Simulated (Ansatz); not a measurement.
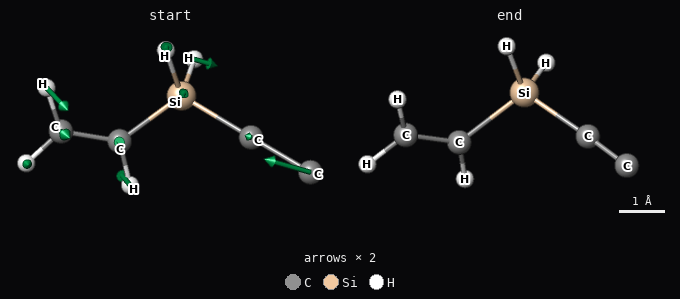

The structure of C₄H₅Si (multiplicity 2) (coarse preliminary run) before (left) and after (right) a relaxation, at one scale. The green arrows give the displacements, magnified 2 times.

The picture is a ball-and-stick view, seen face on.

The start comes from a force field.

Level of theory: UKS PBE-D4/def2-SVP (Ansatz 0.2.0).

Input file:
```yaml
crystal:
  periodic: [false, false, false]
  atoms:
    - {symbol: C, position_ang: [1.152600, -3.463100, 1.378500]}
    - {symbol: C, position_ang: [1.032600, -1.961300, 0.857900]}
    - {symbol: Si, position_ang: [0.912400, -0.191300, 0.218200]}
    - {symbol: C, position_ang: [-0.615300, 0.208700, -0.532600]}
    - {symbol: C, position_ang: [-1.319100, 1.372100, -0.513200]}
    - {symbol: H, position_ang: [1.193100, 0.784300, 1.338100]}
    - {symbol: H, position_ang: [2.024500, 0.050800, -0.785000]}
    - {symbol: H, position_ang: [-1.107000, -0.624200, -1.051100]}
    - {symbol: H, position_ang: [-0.906200, 2.269000, 0.048400]}
    - {symbol: H, position_ang: [-2.284500, 1.503800, -0.956300]}
basis:
  gaussian: {orbitals: def2-SVP}
magnetization: {spin_polarized: true, initial_magnetization: 1}
hamiltonian: {xc: pbe, dispersion: d4}
relax: {f_tol: 0.03, max_steps: 200}
```

Launched with:
```bash
ansatz run in.yaml --threads 4 --pin off --events-out ev --progress --plain --max-ram 10444MiB
```

What changed between the two?

Answer. C1 moves most after the best rigid fit: 0.60 Å. Largest moves by element: C 0.60 Å, H 0.56 Å, Si 0.15 Å. Among the contacts that change: C1–C2 1.594 → 1.240 Å, Si3–C4 1.749 → 1.873 Å, C2–Si3 1.886 → 1.848 Å, C5–H10 1.070 → 1.104 Å. Bond angles that change, for instance: Si3–C4–C5 129.9° → 122.8°, C1–C2–Si3 179.0° → 172.0°, H6–Si3–H7 104.5° → 109.8°. Groups turn about Si3–C4 by about 25°. After 11 geometry steps the energy has fallen by 52.4 kcal/mol. The largest force component goes from 7.8 to 0.015 eV/Å. The run took 31 s on 4 threads of Arm Neoverse V2, on a shared host.
